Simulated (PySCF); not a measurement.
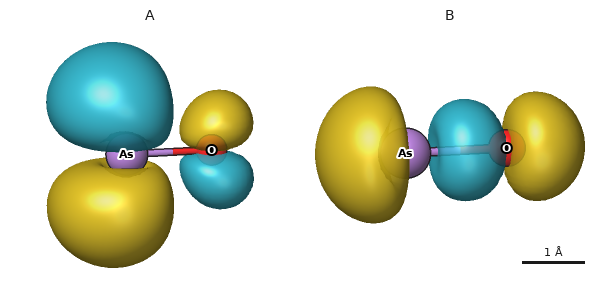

The picture shows: AsO (charge −1, triplet). Two frontier α-spin orbitals, each drawn at the value that holds 80 % of its norm (yellow and cyan are the two phases), in no order; of a degenerate pair one member is drawn.

Computed with PBE0/aug-cc-pVDZ(-PP), non-relativistic Hamiltonian with scalar-relativistic core potentials where named, at a bond length of 1.711 Å (PySCF).

Label each orbital by symmetry, say whether it is occupied, and order them by energy.

Orbital B: σ, occupied in this spin, −3.61 eV; shared between the atoms (As 40 %, O 60 %).
Orbital A: π, occupied in this spin, 0.50 eV; mainly on As (80 %).
